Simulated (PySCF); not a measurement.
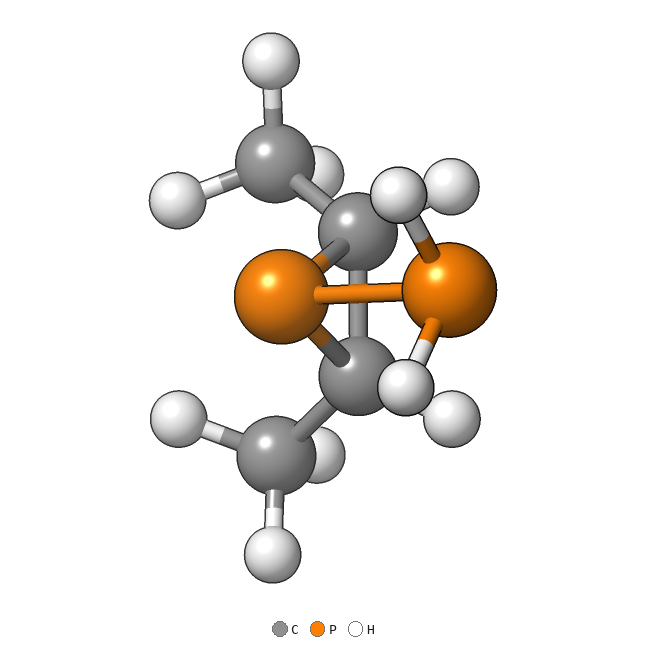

The picture shows a molecular structure as a ball-and-stick model.

The geometry was computed by an optimisation with GFN2-xTB. No frequency run is at hand to confirm it as a minimum.

What is the molecular formula?

C4H10P2, 16 atoms: 4 carbon, 10 hydrogen and 2 phosphorus.

Does it have rings?

Independent rings (smallest set): 1 of 3 members.

What is its SMILES?

C[C@@H]1[C@H](C)P1P

Count the bonded pairs by element.

8 C–H, 3 C–C, 2 C–P, 2 P–H, 1 P–P.

More results for the same structure follow; atom numbers are the same in all pictures, views and colours differ.

Electronic properties

No frequency run is at hand to confirm it as a minimum. Properties computed with PBE0/def2-SVPD, gas phase (PySCF 2.14.0). Excitations: vertical, linear response.

Give the HOMO energy (Kohn–Sham orbital) at this level.

−6.61 eV.

Give the lowest vertical singlet excitation at this level.

5.72 eV.

Estimate the brightest of the 6 lowest singlets.

6.74 eV.

Estimate the dipole moment.

1.00 D.

NMR shielding

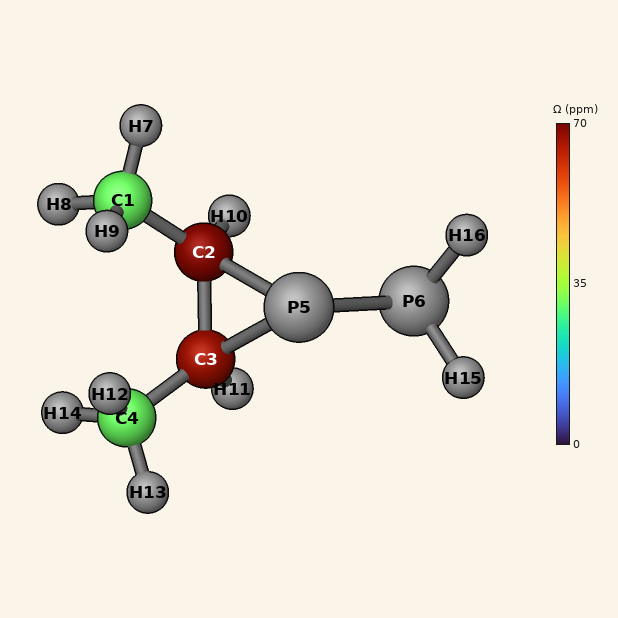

The C atoms are coloured by the span of their shielding tensor. No frequency run is at hand to confirm it as a minimum. Level of theory: GIAO PBE0/pcSseg-1 NMR shielding, non-relativistic, gas phase (PySCF 2.14.0). Principal shieldings σ11 ≤ σ22 ≤ σ33, span Ω = σ33 − σ11, skew κ = 3(σiso − σ22)/Ω.

Give the shielding tensors of the C atoms.

```json
{"atom": "C1", "σ11": "157.8", "σ22": "166.5", "σ33": "188.7", "σiso": "171.0", "Ω": "30.9", "κ": "0.44"}
{"atom": "C2", "σ11": "119.3", "σ22": "160.4", "σ33": "187.9", "σiso": "155.9", "Ω": "68.6", "κ": "−0.20"}
{"atom": "C3", "σ11": "121.5", "σ22": "161.3", "σ33": "187.9", "σiso": "156.9", "Ω": "66.5", "κ": "−0.20"}
{"atom": "C4", "σ11": "157.8", "σ22": "166.6", "σ33": "188.5", "σiso": "171.0", "Ω": "30.7", "κ": "0.43"}
```

Shieldings and span in ppm.

Ring current

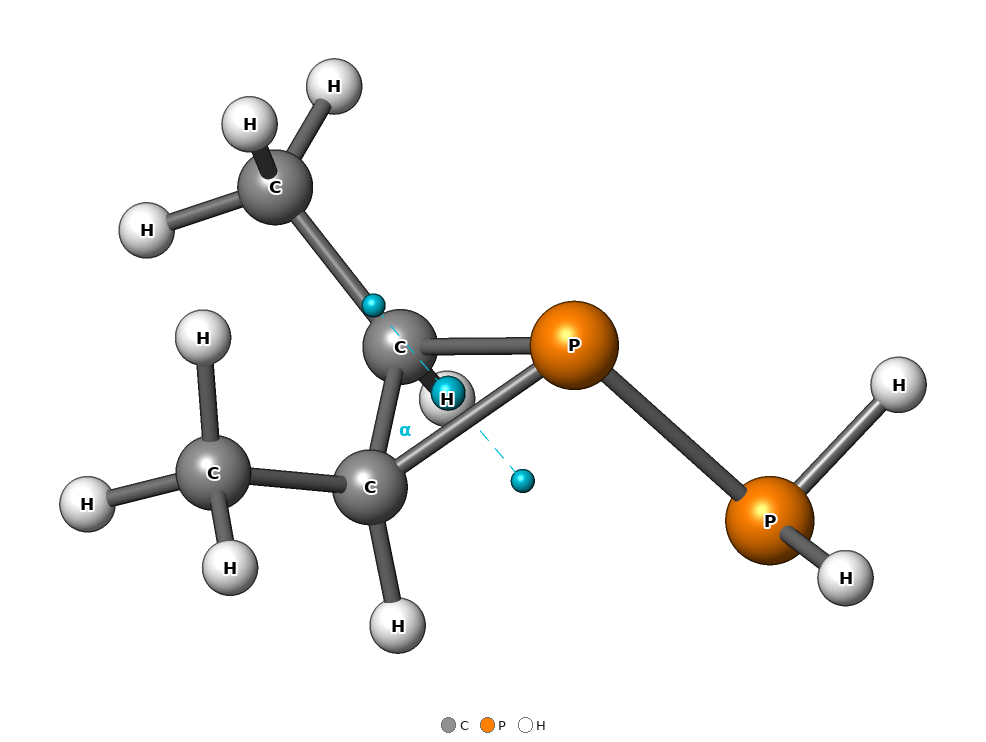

The small points mark where nucleus-independent chemical shifts (NICS) were computed: at the centre of each lettered ring and 1 Å above and below it. No frequency run is at hand to confirm it as a minimum. Method: GIAO PBE0/pcSseg-1 NMR shielding, non-relativistic, gas phase (PySCF 2.14.0).

Give NICS(0), NICS(1) and the out-of-plane component NICS(1)zz for each ring (means of the two sides).

```json
{"ring": "α", "members": "C2P", "NICS(0)": "−42.2", "NICS(1)": "−9.6", "NICS(1)zz": "−24.0"}
```

Values in ppm.

Polarisability

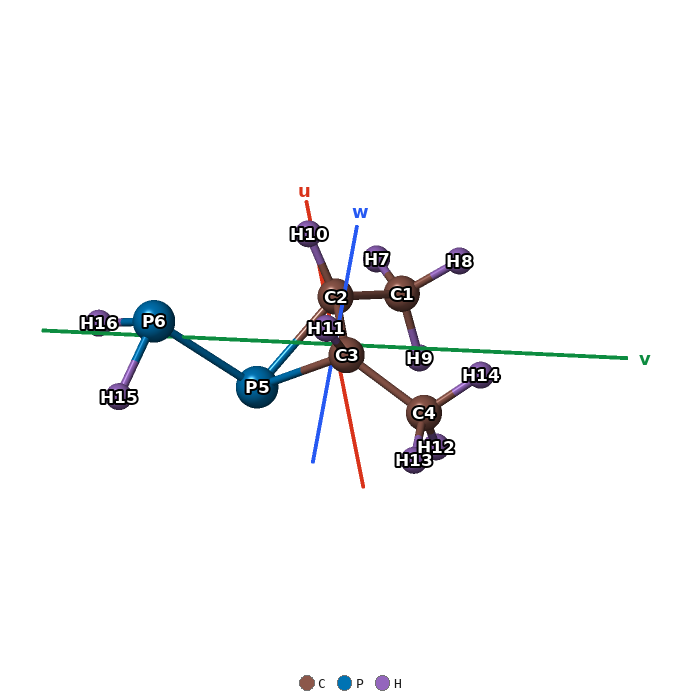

The lines u, v and w are the principal axes of the static dipole polarisability. No frequency run is at hand to confirm it as a minimum. Computed with PBE0/def2-SVPD (PySCF 2.14.0).

Along which axis is the molecule most polarisable, and along which least?

Most along v, least along w.

Give the three principal values.

u 90.2, v 128.0, w 85.7 bohr³; mean 101.3, anisotropy 40.3 bohr³.

The geometry is semi-empirical. Around P such bond lengths and angles can be off by a tenth of an ångström or more and by several degrees, and values that hang on the shape move with them.
